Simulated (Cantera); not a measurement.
A closed system holds: 1 mol (CH₃)₂SiCl₂, 0.033 mol C₂H₄, 1300 mol H₂, equilibrated at 1.00 Torr.

Method: chemical equilibrium by Gibbs-energy minimisation in Cantera with the NASA 1993 tables (ideal gas, pure condensed phases). Candidate condensed phases: C, C₆H₆, C₇H₈, C₈H₁₈, Si, SiC; 109 gas species. The feed counts by its element totals alone. The numbers say what is thermodynamically allowed, not how fast it happens.

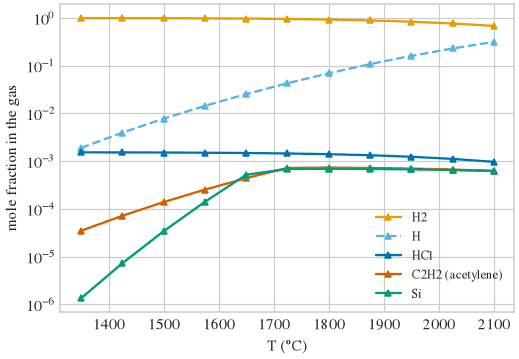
*Equilibrium gas composition (values under 1e-9 drawn at 1e-9)*

From 1350 °C to 1650 °C the condensed part is C(graphite) + SiC(s). At 1725 °C the condensed part is C(graphite). From 1800 °C to 2100 °C nothing is condensed. The main Si-bearing gas is Si throughout.
